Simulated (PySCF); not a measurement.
C2H9GaS, singlet at its PBE0/def2-SVP optimised geometry (Å):

```
13

Ga    -0.1889    -0.5940     0.0000
H     -0.9601    -1.8932    -0.4819
C      1.7944    -0.5940     0.0000
H      2.1559    -0.4293    -1.0293
H      2.2116    -1.5546     0.3393
H      2.2150     0.2114     0.6229
C     -1.1661     1.1366     0.0000
H     -1.1840     1.5428    -1.0258
H     -0.6786     1.8932     0.6360
H     -2.2150     1.0326     0.3199
S     -0.5329    -1.2088     2.6056
H     -0.3279     0.0222     3.1242
H     -1.8754    -1.0601     2.6153
```

Calculation: PBE0/def2-TZVP (PySCF). Cells within 0.4 Å of a nucleus heavier than hydrogen are left out (blank, or x).

Map of the HOMO−1 amplitude (bohr^(-3/2)) on the plane z = 0.0 Å; orbital energy -7.40 eV, overall sign arbitrary:

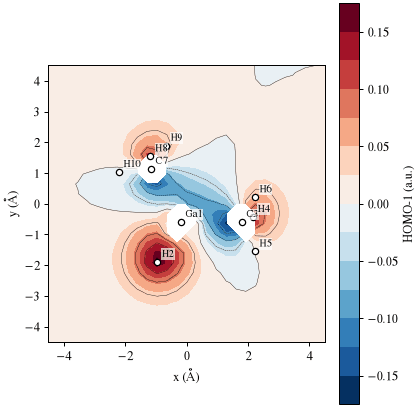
Figure: HOMO−1 amplitude (bohr^(-3/2)) on the plane z = 0.0 Å.
